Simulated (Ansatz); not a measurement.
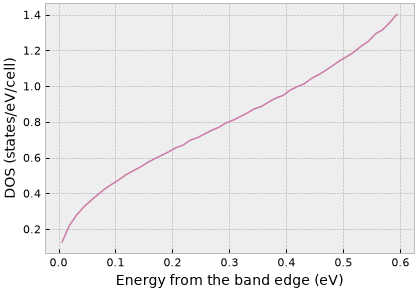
Fig. 1. Density of states of MgS (Fm-3m) below the valence band maximum, HSE06, rigid bands run with Ansatz (a quantum-chemistry and plane-wave program); cell volume 34.8 Å³.

**Question.** What effective density of states at 300 K does this give (∫ g(E) exp(−E/k_BT) dE, both spins, divided by the cell's size)?

**Answer.** 1.7e20 cm⁻³, a density-of-states mass of 3.5 mₑ, valleys and band degeneracy included.

Spin-orbit coupling is left out; where it splits the top of the valence band, N_v and the p-type Seebeck coefficient come out somewhat high without it. Geometry: cell and atoms relaxed with PBEsol.
